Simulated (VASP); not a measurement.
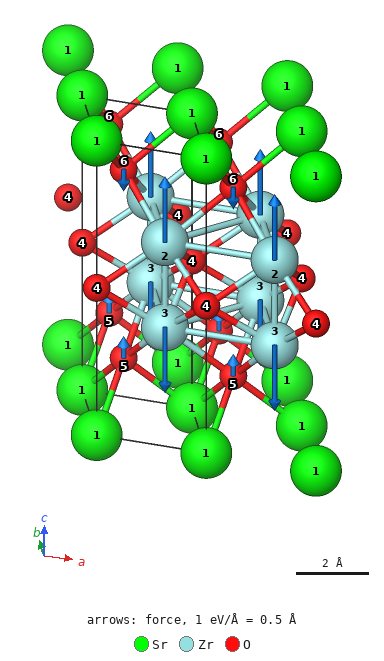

Starting geometry of crystalline SrZr$_{2}$O$_{3}$ (a generated structure, set up in P-6m2) with the computed forces as blue arrows. The picture is a ball-and-stick view of the cell of the calculation, repeated 2 × 2 × 1 with one cell outlined, seen from a free direction.

The run lets cell and atoms move.

Computed with Kohn-Sham DFT of a periodic cell, PBE, VASP PAW PBE potentials, recommended (VASP).

Input
```
ALGO     = Fast           # electronic algorithm
EDIFF    = 1E-4           # SCF threshold, eV
EDIFFG   = -0.08          # ionic threshold
ENCUT    = 520            # plane-wave cutoff, eV
GGA      = PE             # functional
IBRION   = 2              # ionic algorithm
ISIF     = 3              # what is computed and relaxed
ISMEAR   = 0              # smearing method
KPAR     = 2            
LASPH    = T              # aspherical terms in the spheres
LCHARG   = F              # write CHGCAR
LREAL    = F              # projectors in reciprocal space
LWAVE    = F              # write WAVECAR
NELM     = 60             # most SCF steps
NSW      = 24             # ionic steps
PREC     = Normal         # precision mode
SIGMA    = 0.15           # smearing width, eV
```

Command:
```bash
cat potpaw_PBE.64/Sr_sv/POTCAR potpaw_PBE.64/Zr_sv/POTCAR potpaw_PBE.64/O/POTCAR > POTCAR
mpirun -np 2 vasp_std > vasp.out
```

### What follows when this structure is relaxed?

It isn't relaxed: the largest force vector, on Zr atoms, is 4.01 eV/Å. The atoms end up moving mostly along the starting forces (cosine between the two patterns 0.99). After 10 geometry steps the energy has fallen by 152 meV per atom. Largest force component: 4 eV/Å at the start, 0.029 eV/Å at the end. The pressure goes from −5.01 to −0.15 GPa. The largest moves relative to the cell, 0.20 Å, are those of Zr2 and Zr3. Zr3 goes along −c. Largest moves by element: Zr 0.20 Å, O 0.04 Å. Sr stays in place. Cell: a = b 3.350 → 3.206 Å (−4.3 %), c 8.950 → 9.079 Å (+1.4 %). Volume −7.1 %. Among the contacts that change: Zr2–Zr3 2.595 → 3.027 Å, Zr2–O6 2.489 → 2.294 Å, Sr1–Zr2 3.720 → 3.547 Å, Zr2–Zr2 3.350 → 3.206 Å. Bond angles that change, for instance: Zr2–O4–Zr3 67.7° → 78.5°, Zr2–O4–Zr2 92.0° → 84.2°, Sr1–O5–Zr3 179.2° → 174.1°. The space group stays P-6m2 (No. 187). It ran on 2 threads of Intel(R) Xeon(R) 6975P-C (Granite Rapids) (shared host).
